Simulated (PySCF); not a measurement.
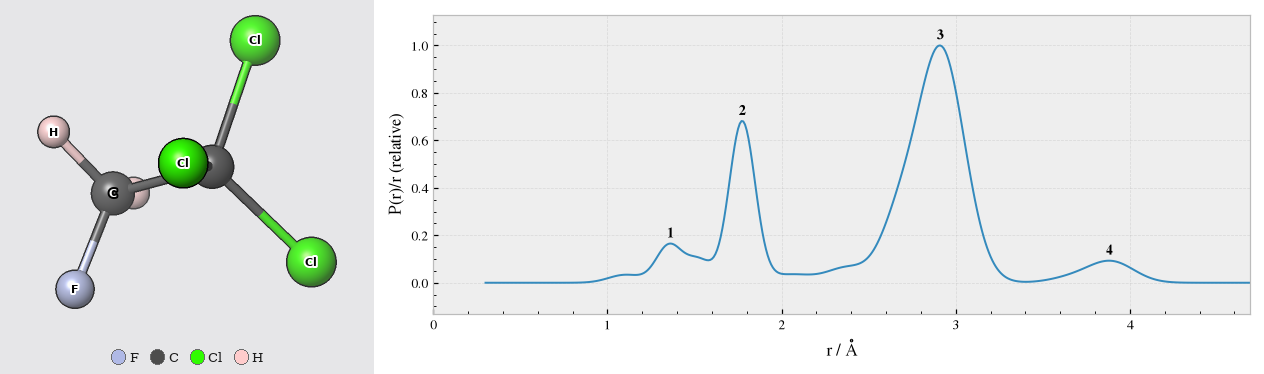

Simulated gas electron diffraction: radial distribution curve of C2H2Cl3F. Each pair of atoms contributes with weight ZᵢZⱼ/r; damping constant 0.0015 Å²; vibrational amplitudes assumed, not computed: 0.05 Å for bonds, 0.078 Å for bonds to H, 0.06 + 0.015 r up to 0.15 Å for other pairs. The geometry is the end point of an optimisation (PySCF 2.14.0, density-fitted response routines, PBE0-D3(BJ)/def2-SVP geometry optimisation, gas phase); it may be a saddle point or a higher isomer.

Read the positions of the numbered peaks and name the main pairs (– for bonds).

Peak 1, 1.36 Å: F–C 1.35 Å, C–C 1.52 Å, not resolved
Peak 2, 1.77 Å: Cl–C 1.77–1.78 Å (×3)
Peak 3, 2.91 Å: Cl···C 2.66–2.71 Å (×3), Cl···Cl 2.90–2.91 Å (×3), Cl···F 3.02 Å (×2), not resolved
Peak 4, 3.88 Å: Cl···H 3.67 Å (×2), Cl···F 3.89 Å, not resolved
